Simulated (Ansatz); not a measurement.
TiNH$_{4}$Cl$_{3}$: several calculations on one system

Part 1: Relaxation

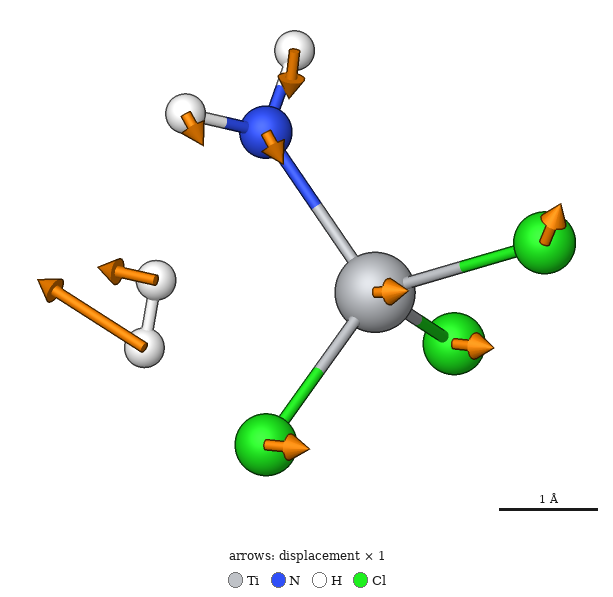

A relaxation of TiNH4Cl3. The starting structure is drawn; orange arrows show the displacements, at their true length. The two geometries are superimposed by the best rigid fit.

A ball-and-stick model, seen at a tilt.

The run prepares an end point of a later path (reaction) calculation, from a guessed geometry.

Level of theory: RKS PBE/def2-SVP (Ansatz 0.2.0).

Input file:
```yaml
crystal:
  periodic: [false, false, false]
  atoms:
    - { symbol: Ti, position_ang: [-0.050304, 0.108382, 0.087621] }
    - { symbol: "N", position_ang: [-0.052218, 0.097508, 2.075502] }
    - { symbol: H, position_ang: [-0.896723, -0.059937, 2.638223] }
    - { symbol: H, position_ang: [0.724955, 0.449644, 2.64604] }
    - { symbol: Cl, position_ang: [2.000306, 0.316804, -0.653456] }
    - { symbol: Cl, position_ang: [-1.147331, 1.892126, -0.561626] }
    - { symbol: Cl, position_ang: [-1.202717, -1.606693, -0.648353] }
    - { symbol: H, position_ang: [1.419231, -2.200386, 1.064959] }
    - { symbol: H, position_ang: [1.058899, -1.809347, 1.55359] }
basis:
  gaussian: { orbitals: def2-SVP }
hamiltonian:
  xc: pbe
relax:
  f_tol: 0.03
  max_steps: 50
```

Run as
```bash
ansatz run input.yaml --threads 4 --pin off --max-ram 5120MiB --backend cpu --events-out ev --progress --plain --runs-dir out
```

**What did the optimiser do to the structure, and how much energy did it gain?**

The atom that moves furthest after the best rigid fit is H8 (1.43 Å). Largest moves by element: H 1.43 Å, Cl 0.52 Å, Ti 0.42 Å, N 0.39 Å. Among the contacts that change: Ti1–H8 2.906 → 4.519 Å, Ti1–H9 2.657 → 3.766 Å, Ti1–N2 1.988 → 1.851 Å, H8–H9 0.722 → 0.771 Å. Bond angles that change, for instance: Cl6–Ti1–Cl7 105.9° → 109.8°, N2–Ti1–Cl5 109.9° → 106.8°, Cl5–Ti1–Cl6 106.9° → 109.8°. The energy falls by 0.373 eV in 14 accepted moves (15 points after the start). Largest force component: 2.1 eV/Å at the start, 0.023 eV/Å at the end. The line search rejected the trial step at point 5 of the run. The run took 31 s on 4 threads of Intel(R) Xeon(R) Platinum 8259CL CPU @ 2.50GHz (Skylake/Cascade Lake) (shared host), peak memory 0.22 GiB.

Limits of the set-up: the start holds two separate molecules, 2.3 Å apart at their closest, whose relative position is a soft coordinate and is computed without a dispersion correction.

Part 2: Relaxation

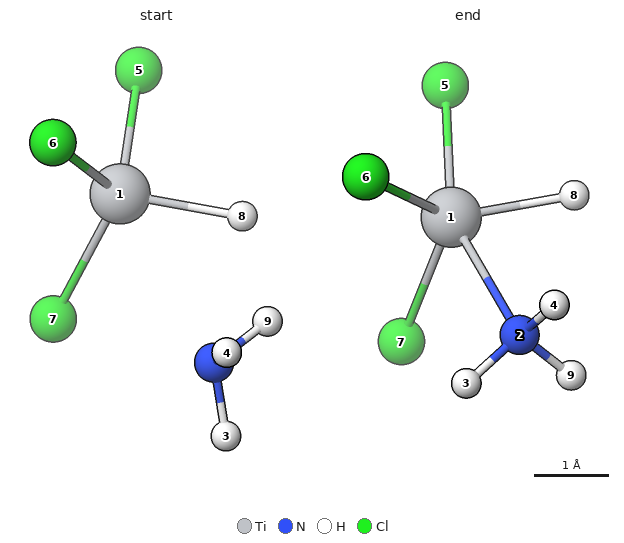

The structure of TiNH₄Cl₃ before (left) and after (right) a relaxation, at one scale.

A ball-and-stick model, seen from a free direction.

The run prepares an end point of a later path (reaction) calculation, from a guessed geometry.

Theory: RKS PBE/def2-SVP in Ansatz.

Input
```yaml
crystal:
  periodic: [false, false, false]
  atoms:
    - { symbol: Ti, position_ang: [0.407903, -0.248351, -0.562233] }
    - { symbol: "N", position_ang: [-0.27927, -0.308991, 2.606897] }
    - { symbol: H, position_ang: [-0.753562, -1.053989, 3.136767] }
    - { symbol: H, position_ang: [-0.181944, 0.509304, 3.224558] }
    - { symbol: Cl, position_ang: [1.813751, -0.532109, -2.193166] }
    - { symbol: Cl, position_ang: [-0.076739, 1.870235, -0.36333] }
    - { symbol: Cl, position_ang: [-1.224791, -1.68841, -0.721745] }
    - { symbol: H, position_ang: [1.460511, -0.716955, 0.686945] }
    - { symbol: H, position_ang: [0.688242, -0.642633, 2.387808] }
basis:
  gaussian: { orbitals: def2-SVP }
hamiltonian:
  xc: pbe
relax:
  f_tol: 0.03
  max_steps: 50
```

Command:
```bash
ansatz run input.yaml --threads 4 --pin off --max-ram 5120MiB --backend cpu --events-out ev --progress --plain --runs-dir out
```

Describe what moved and what it gained.

After 13 accepted moves (14 points after the start) the energy has fallen by 0.885 eV. Largest force component: 0.62 eV/Å at the start, 0.024 eV/Å at the end. The line search rejected the trial step at point 8 of the run. The forces were under the threshold at step 12, but the run went on from there. H3 moves most after the best rigid fit: 1.22 Å. By element the largest moves are H 1.22 Å, Cl 0.58 Å, N 0.52 Å, Ti 0.50 Å. Near-neighbour distances that change, for instance: Ti1–H3 3.960 → 2.777 Å, Ti1–H4 3.907 → 2.787 Å, Ti1–N2 3.243 → 2.242 Å, Ti1–H9 2.989 → 2.788 Å. New bonds form, among them: Ti1–N2 (3.24 → 2.24 Å). Among the angles between lasting bonds that change: Cl5–Ti1–H8 96.6° → 84.8°, Cl7–Ti1–H8 109.6° → 116.5°, Cl6–Ti1–H8 109.8° → 116.5°. Cost: 30 s on 4 threads of Intel(R) Xeon(R) Platinum 8259CL CPU @ 2.50GHz (Skylake/Cascade Lake) (shared host), peak memory 0.22 GiB.

Part 3: Path

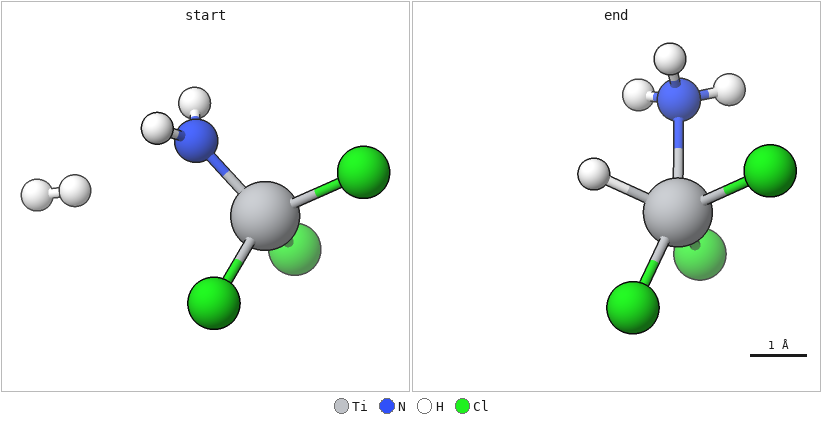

The two relaxed end points of a path for TiNH₄Cl₃, made up at the start of TiNH2Cl3 and H₂. A ball-and-stick model, seen from a free direction.

Theory: RKS PBE/def2-SVP in Ansatz 0.2.0.

Set-up: 5 movable images; climbing image; force threshold 0.05 eV/Å; iteration limit 60.

Start:
```xyz
9

Ti   -0.2557    0.4588   -0.0845
N    -0.0011    0.0647    1.7063
H    -0.6686   -0.4597    2.2861
H     0.7841    0.4124    2.2703
Cl    1.7348    0.7241   -0.9643
Cl   -1.3979    2.3378   -0.2384
Cl   -1.4220   -1.1904   -0.9368
H     1.7222   -2.8947    2.2088
H     1.3583   -2.2648    1.9548
```

End:
```xyz
9

Ti    0.4027   -0.0408   -0.0196
N    -0.1044   -0.6398    2.0802
H    -1.1104   -0.5032    2.2625
H     0.4197   -0.0795    2.7673
Cl    1.6642    0.2862   -1.7900
Cl   -0.3015    1.9822    0.5683
Cl   -1.0597   -1.6024   -0.6252
H     1.8297   -0.5834    0.7074
H     0.1138   -1.6314    2.2516
```

Predict the minimum-energy path and its barrier.

The energy climbs by 115.0 kJ/mol to image 3 and then falls by 110.1 kJ/mol, so the end point sits at +4.9 kJ/mol. Breaking: H8–H9 (0.77 → 1.03 at the top → 2.54 Å). Forming: N2–H9 (2.71 → 1.31 at the top → 1.03 Å), Ti1–H8 (4.52 → 1.90 at the top → 1.69 Å). The band converged in 17 iterations, with a climbing image at the top.

Energies of the converged images:

```csv
image,path (Å),E (kJ/mol)
0,0.00,0.0
1,1.20,1.8
2,2.40,18.9
3,3.61,115.0
4,4.48,35.0
5,5.36,13.1
6,6.23,4.9
```

The geometry at the top of the path:

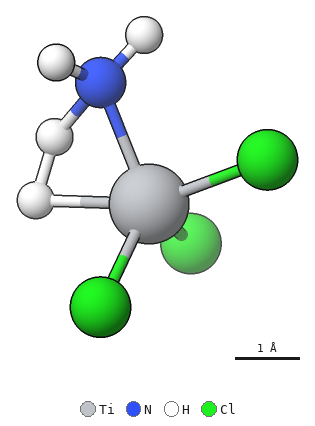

Limits of the set-up: the start holds two separate molecules, 2.7 Å apart at their closest, whose relative position is a soft coordinate and is computed without a dispersion correction.

Cost: 2.9 min on 4 threads of Intel(R) Xeon(R) Platinum 8259CL CPU @ 2.50GHz (Skylake/Cascade Lake) (shared host), peak memory 0.23 GiB.
